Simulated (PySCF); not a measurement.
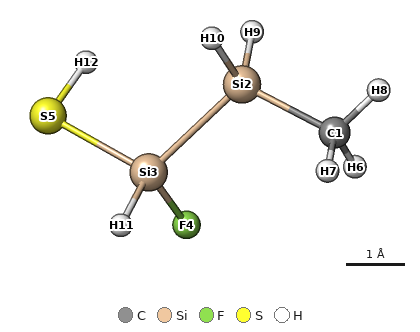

The structure as given in the input (ball-and-stick view, seen at a tilt; atoms are numbered from 1 in the order of the input).

**CH₇FSSi₂: one change and its effect**

System: CH₇FSSi₂.
Method of run 1: GIAO HF/pcSseg-2 NMR shielding, non-relativistic, gas phase (PySCF 2.14.0).

The geometry comes from this level: PBE0-D3(BJ)/def2-SVP. Text and figures count atoms from 1; the logs count them from 0 in places.

**Input file, run 1**
```
{"job": {"kind": "nmr", "xc": "HF", "basis": "pcSseg-2", "pop": false}, "charge": 0, "multiplicity": 1}
C      1.660616     0.951576     0.781324
Si    -0.068809     0.212656     0.814076
Si    -0.555947    -0.942000    -1.158268
F     -0.246746     0.090106    -2.388842
S     -2.587270    -1.597219    -1.179360
H      1.768241     1.620577    -0.085902
H      2.424555     0.163655     0.704522
H      1.854765     1.532144     1.695914
H     -1.105517     1.289362     0.929208
H     -0.249961    -0.721903     1.968774
H      0.230967    -2.181223    -1.413657
H     -3.084398    -0.445694    -0.675932
```

The first line tells a small driver script what to run in PySCF; the rest is the geometry in Å.

Launched with:
```bash
OMP_NUM_THREADS=1 python <driver script> task.json out
```

Hardware: 1 CPU thread, shared host.

**Output (run 1)**
```
final grid: 96016 points
cycle   1  E = -1116.8863467468  dE =  7.536e-02  |g| = 5.834e-01  |ddm| = 2.416e+00
cycle   2  E = -1116.9614924685  dE = -7.515e-02  |g| = 3.522e-01  |ddm| = 5.729e-01
cycle   3  E = -1116.9813288124  dE = -1.984e-02  |g| = 6.293e-02  |ddm| = 1.909e-01
cycle   4  E = -1116.9830860256  dE = -1.757e-03  |g| = 1.741e-02  |ddm| = 9.429e-02
cycle   5  E = -1116.9832162705  dE = -1.302e-04  |g| = 4.798e-03  |ddm| = 2.386e-02
cycle   6  E = -1116.9832301932  dE = -1.392e-05  |g| = 1.329e-03  |ddm| = 9.226e-03
cycle   7  E = -1116.9832315798  dE = -1.387e-06  |g| = 3.769e-04  |ddm| = 3.209e-03
cycle   8  E = -1116.9832316919  dE = -1.121e-07  |g| = 8.935e-05  |ddm| = 9.879e-04
cycle   9  E = -1116.9832316989  dE = -7.023e-09  |g| = 2.774e-05  |ddm| = 2.347e-04
cycle  10  E = -1116.9832316996  dE = -6.905e-10  |g| = 8.185e-06  |ddm| = 7.477e-05
converged SCF energy = -1116.9832316996

GIAO shielding tensors (ppm)
atom      isotropic    diamagn.    paramagn.     s11        s22        s33       span
  0 C      200.500     243.535     -43.036    194.435    202.104    204.960     10.525
  1 Si     441.956     877.317    -435.361    417.576    418.986    489.305     71.729
  2 Si     376.050     874.286    -498.236    325.601    366.435    436.113    110.512
  3 F      379.488     470.791     -91.303    334.665    381.732    422.067     87.402
  4 S      687.709    1055.795    -368.086    572.838    686.765    803.524    230.686
  5 H       31.315      30.795       0.520     26.579     29.271     38.096     11.517
  6 H       31.477      30.506       0.971     26.933     28.760     38.737     11.804
  7 H       31.223      29.103       2.120     26.336     28.018     39.316     12.980
  8 H       28.080      31.006      -2.927     24.637     27.440     32.162      7.525
  9 H       28.109      30.236      -2.127     24.579     27.065     32.682      8.104
 10 H       26.560      29.272      -2.711     23.759     24.749     31.172      7.414
 11 H       30.431      31.738      -1.307     23.255     27.857     40.180     16.925
```

The input of run 2 differs as follows (lines with − go, lines with + come):
```diff
-"xc": "HF"
+"xc": "OPBE"
```

Predict how the results change.

The total energies belong to different methods, so their difference says nothing on which is more stable or more accurate. The HOMO goes from −10.45 to −6.55 eV. The LUMO goes from 2.23 to −1.06 eV. The dipole moment goes from 2.33 to 2.10 D. Of all shieldings, the largest change is that of S5, by −42.2 ppm. The method changes from HF to OPBE. Exact exchange removes part of the self-interaction error of semilocal functionals, which pushes filled and empty levels apart. The SCF takes 15 iterations against 10.

**Output (run 2)**
```
coarse grid: 11384 points
cycle   1  E = -1119.2512574212  dE =  9.303e-02  |g| = 7.216e-01  |ddm| = 2.597e+00
cycle   2  E = -1118.9250970887  dE =  3.262e-01  |g| = 1.531e+00  |ddm| = 1.425e+00
cycle   3  E = -1119.3454157594  dE = -4.203e-01  |g| = 1.890e-01  |ddm| = 1.075e+00
cycle   4  E = -1119.3530280494  dE = -7.612e-03  |g| = 6.933e-02  |ddm| = 1.895e-01
cycle   5  E = -1119.3540214113  dE = -9.934e-04  |g| = 1.799e-02  |ddm| = 6.009e-02
cycle   6  E = -1119.3541137356  dE = -9.232e-05  |g| = 6.096e-03  |ddm| = 2.465e-02
cycle   7  E = -1119.3541223273  dE = -8.592e-06  |g| = 1.130e-03  |ddm| = 6.094e-03
final grid: 96016 points
cycle   8  E = -1119.3691731010  dE = -2.305e-04  |g| = 2.508e-02  |ddm| = 5.365e-02
cycle   9  E = -1119.3688993153  dE =  2.738e-04  |g| = 4.507e-02  |ddm| = 4.434e-02
cycle  10  E = -1119.3692735427  dE = -3.742e-04  |g| = 4.629e-03  |ddm| = 3.101e-02
cycle  11  E = -1119.3692761781  dE = -2.635e-06  |g| = 1.584e-03  |ddm| = 3.745e-03
cycle  12  E = -1119.3692768018  dE = -6.236e-07  |g| = 3.027e-04  |ddm| = 1.729e-03
cycle  13  E = -1119.3692768259  dE = -2.414e-08  |g| = 8.850e-05  |ddm| = 3.626e-04
cycle  14  E = -1119.3692768279  dE = -1.996e-09  |g| = 1.577e-05  |ddm| = 1.037e-04
cycle  15  E = -1119.3692768280  dE = -6.708e-11  |g| = 6.313e-06  |ddm| = 2.353e-05
converged SCF energy = -1119.3692768280

GIAO shielding tensors (ppm)
atom      isotropic    diamagn.    paramagn.     s11        s22        s33       span
  0 C      193.561     246.892     -53.331    189.390    195.180    196.112      6.722
  1 Si     421.377     882.904    -461.526    392.019    400.315    471.798     79.779
  2 Si     339.777     878.948    -539.170    270.518    324.063    424.750    154.232
  3 F      339.597     469.048    -129.450    287.058    335.883    395.851    108.792
  4 S      645.516    1056.950    -411.434    533.764    654.159    748.626    214.862
  5 H       30.813      30.080       0.733     26.217     28.993     37.229     11.012
  6 H       30.966      29.697       1.269     26.505     28.487     37.905     11.400
  7 H       30.761      28.159       2.602     25.886     27.824     38.573     12.687
  8 H       27.277      31.317      -4.040     24.050     26.735     31.045      6.995
  9 H       27.290      30.521      -3.230     23.910     26.430     31.532      7.622
 10 H       25.245      29.123      -3.877     22.722     23.616     29.397      6.675
 11 H       29.704      31.130      -1.426     23.009     27.725     38.377     15.368
```

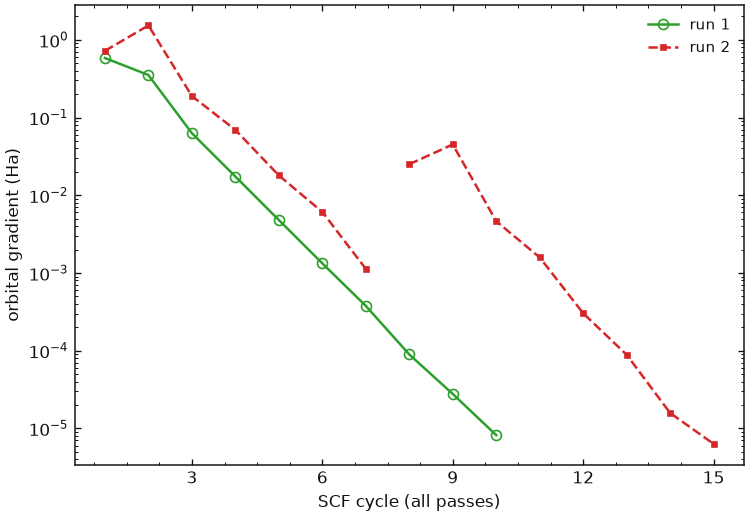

Convergence of the two runs: orbital gradient against the SCF cycle. A break in a curve parts two SCF passes (coarse and final grid). Run 1 takes 10 cycles in all, and run 2 takes 15.

**The two runs side by side**

| quantity | run 1 | run 2 |
| --- | --- | --- |
| outcome | converged | converged |
| total energy (hartree) | −1116.983232 | −1119.369277 |
| HOMO (eV) | −10.45 | −6.55 |
| LUMO (eV) | 2.23 | −1.06 |
| dipole moment (D) | 2.33 | 2.10 |
| shielding of C1 (ppm) | 200.5 | 193.6 |
| shielding of Si2 (ppm) | 442.0 | 421.4 |
| shielding of Si3 (ppm) | 376.0 | 339.8 |
| shielding of F4 (ppm) | 379.5 | 339.6 |
| shielding of S5 (ppm) | 687.7 | 645.5 |
| shielding of H10 (ppm) | 28.1 | 27.3 |
| shielding of H11 (ppm) | 26.6 | 25.2 |
| SCF iterations | 10 | 15 |
| basis functions | 299 | 299 |
| wall time (shared host) | 40 s | 77 s |
